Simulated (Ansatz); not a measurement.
Fields on a plane of Se (trigonal-Se type, space group P3_121)

```
Se
1.0
    4.03907     0.00000     0.00000
   -2.01954     3.49794     0.00000
    0.00000     0.00000     5.12041
Se
3
Direct
  0.24866   0.24866   0.50000
  0.75134   0.00000   0.83333
  0.00000   0.75134   0.16667
```

The slice is a (1 -1 0 0) plane (indices of the conventional cell) through the point (0.000, 0.751, 0.167) (fractional), spanned by u = [110] and v = [001] in vectors of this cell: u (4.04 Å) and v (5.12 Å, at 90° to u). It covers one period; positions are fractions (u, v).

Atoms on it: Se at (0.00, 0.00). Other atoms lie within 1 Å of the plane.

Level of theory: PBEsol (plane waves to 420 eV, PAW, scalar-relativistic; Ansatz, a quantum-chemistry and plane-wave program). k mesh 9×9×7. Inside the PAW spheres the values are not all-electron values, and peaks at nuclei hang on which shells count as valence. Se was relaxed with its symmetry unable to fall. The PAW data are Ansatz's earlier set.

| v \ u | 0.00 | 0.14 | 0.27 | 0.41 | 0.55 | 0.68 | 0.82 | 0.95 |
|---|---|---|---|---|---|---|---|---|
| 0.93 | 0.052 | 0.114 | 0.046 | 0.010 | 0.007 | 0.019 | 0.064 | 0.053 |
| 0.86 | 0.062 | 0.052 | 0.020 | 0.008 | 0.007 | 0.016 | 0.050 | 0.066 |
| 0.79 | 0.027 | 0.013 | 0.008 | 0.008 | 0.008 | 0.011 | 0.025 | 0.032 |
| 0.71 | 0.014 | 0.007 | 0.006 | 0.009 | 0.009 | 0.008 | 0.013 | 0.016 |
| 0.64 | 0.011 | 0.006 | 0.006 | 0.011 | 0.011 | 0.007 | 0.008 | 0.011 |
| 0.57 | 0.007 | 0.005 | 0.007 | 0.012 | 0.013 | 0.008 | 0.006 | 0.007 |
| 0.50 | 0.004 | 0.009 | 0.018 | 0.017 | 0.016 | 0.010 | 0.005 | 0.004 |
| 0.43 | 0.007 | 0.026 | 0.048 | 0.026 | 0.021 | 0.012 | 0.006 | 0.005 |
| 0.36 | 0.011 | 0.041 | 0.076 | 0.038 | 0.028 | 0.015 | 0.008 | 0.008 |
| 0.29 | 0.014 | 0.032 | 0.063 | 0.046 | 0.034 | 0.017 | 0.011 | 0.013 |
| 0.21 | 0.027 | 0.016 | 0.025 | 0.036 | 0.030 | 0.016 | 0.018 | 0.028 |
| 0.14 | 0.062 | 0.041 | 0.013 | 0.020 | 0.019 | 0.014 | 0.029 | 0.057 |
| 0.07 | 0.052 | 0.108 | 0.036 | 0.013 | 0.011 | 0.014 | 0.038 | 0.042 |
| 0.00 | 0.017 | 0.138 | 0.057 | 0.011 | 0.007 | 0.017 | 0.050 | 0.014 |

Values: density of the lowest conduction band (whole band as if filled, smooth part) in e/Å³. 

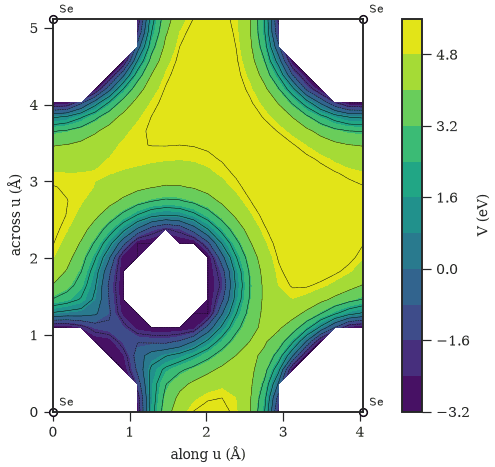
Figure: Electrostatic potential energy of an electron, from the cell's mean, in eV, one period of the plane, atoms marked. Points within 1 Å of a nucleus are left white, as the pseudised field means little there. Values under -3 eV are set to -3. The zero, the cell's mean, hangs on the PAW cores.
